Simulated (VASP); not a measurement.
Band structure of NaReO₃ (space group Pm-3m). Computed with PBEsol GGA, VASP's PBE PAW potentials (set 64) (plane waves; VASP 6.6.1).

Unless said otherwise, spin-orbit coupling is left out, though it shifts the bands of the heavy elements here.

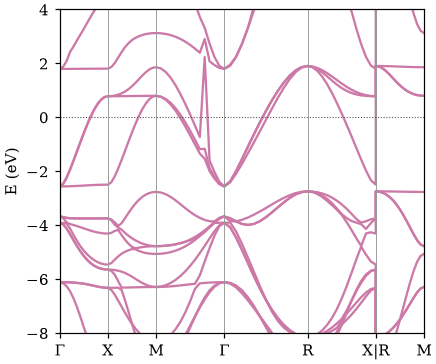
Figure. Bands along high-symmetry lines, zero at the valence-band maximum or, without a gap, the Fermi level

### Question
Read the plot: is there a gap, and where are the band edges?

### Answer
It has no gap at this level: it comes out as a metal or semimetal. (Edges off the drawn lines would not show.)

The structure comes from a computed database's NaReO3 entry (Pm-3m); how it stands against other phases isn't given here. It was relaxed first.
